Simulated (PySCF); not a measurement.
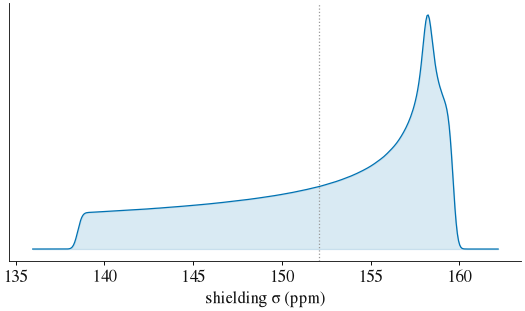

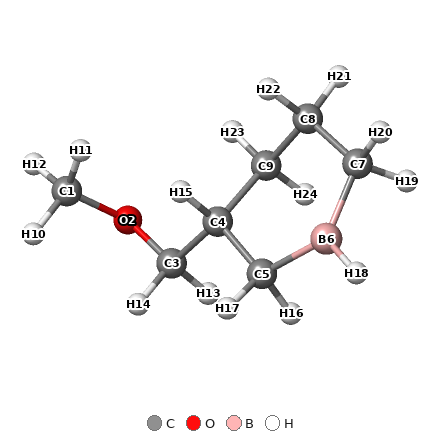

Static powder pattern (¹³C) from GIAO shielding tensors of C₇H₁₅BO, SMILES COC[C@H]1CBCCC1, mPW1PW91/pcSseg-1 in PySCF 2.14.0, at a PBE0-D3(BJ)/def2-SVP geometry (no frequency check); absolute shielding, one fixed geometry of the isolated molecule without any motion, no dipolar terms. The dotted line is the isotropic value; skew is 3(σiso − σ22)/span.

Q: The pattern belongs to C9. Give the principal values, span and skew.

A: C9: σ11, σ22, σ33 = 138, 158, 160 ppm, isotropic 152, span 21 ppm, skew −0.86.

Note: one conformer of a flexible molecule.
